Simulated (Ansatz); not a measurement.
Reaction (SMILES): P (PH3) → PH3+ (doublet, bonded as P) + e-
B3LYP-D3(BJ)/def2-TZVP geometries, fixed; electronic energies without zero-point terms.
Largest species:
```xyz
4

P      0.0029     0.0016     0.1282
H     -0.0038     1.1839    -0.6561
H      1.0120    -0.6137    -0.6568
H     -1.0521    -0.5944    -0.6098
```
Charge 0, spin multiplicity 1.

Basis-set convergence of the adiabatic ionisation energy at PBE with Ansatz (a quantum-chemistry and plane-wave program). Cartesian d functions, on some or all atoms, in 6-31G*; all else is spherical. The program fits the integrals of some runs and decomposes those of others, by size. Open shells are unrestricted. No added dispersion term, no relativity. Functions are those of the species that has most. Reference: the value in pcseg-4, 9.774 eV. Deviations are taken from unrounded values.

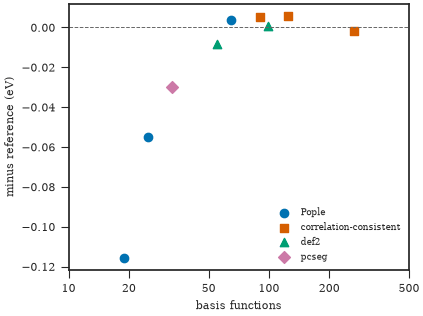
*Deviation from the reference against the number of basis functions, by family of sets.*

```csv
basis,functions,adiabatic ionisation energy (eV),minus reference (eV)
3-21G,19,9.658,-0.116
6-31G*,25,9.719,-0.055
pcseg-1,33,9.744,-0.030
def2-TZVP,55,9.766,-0.008
"6-311++G(2d,2p)",65,9.778,0.004
jun-cc-pV(T+d)Z,90,9.780,0.006
def2-TZVPPD,99,9.775,0.001
aug-cc-pV(T+d)Z,124,9.780,0.006
cc-pV(5+d)Z,265,9.772,-0.002
```
